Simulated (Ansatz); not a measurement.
From Ti(OH)3F to TiCl3F: predicting a member

On one Ti centre that keeps F, n of the OH ligands are replaced by Cl. The HOMO–LUMO gap y in eV at wB97M-V/def2-TZVPP. Shapes, held fixed at every level: PBE0-D4/def2-TZVP. Flexible molecules stand in one conformer, not always the lowest. Programs: Ansatz 0.2.0.

| molecule | n | y (eV) |
| --- | --- | --- |
| Ti(OH)3F | 0 | 12.42 |
| Ti(OH)2ClF | 1 | 11.23 |
| Ti(OH)Cl2F | 2 | ? |
| TiCl3F | 3 | 10.30 |

Fit y = c + s·n to the known rows and predict Ti(OH)Cl2F.


1. Means of the 3 rows: n = 1.33333, y = 11.317.
2. Σ(Δn)² = 4.6667, Σ(Δn·Δy) = -3.1367, so the slope is -3.1367/4.6667 = -0.67215.
3. Intercept: 11.317 − (-0.67215) × 1.33333 = 12.213. The largest residual of the fit is 0.31.
4. Ti(OH)Cl2F: 12.213 + (-0.67215) × 2 = 10.87 eV.

The run gave 10.70 eV, so the prediction is off by +0.17 eV, within the scatter of the fit. The step per swap changes from -1.19 to -0.40 eV along the series, so a line misses the bend. Other levels give for Ti(OH)Cl2F: B3LYP-D4/def2-TZVPP 5.77; wB97X-V/def2-TZVPP 10.83 eV. Orbital gaps aren't excitation energies, and the LUMO depends on the basis.

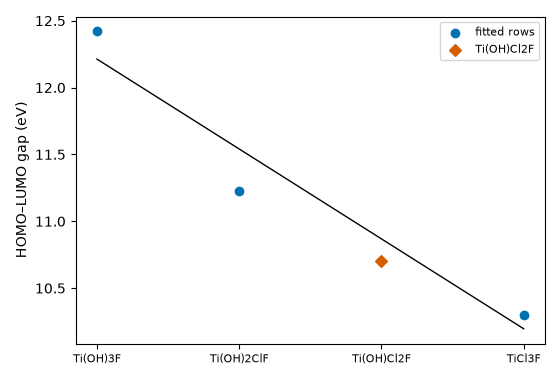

The fitted line, with the withheld member.
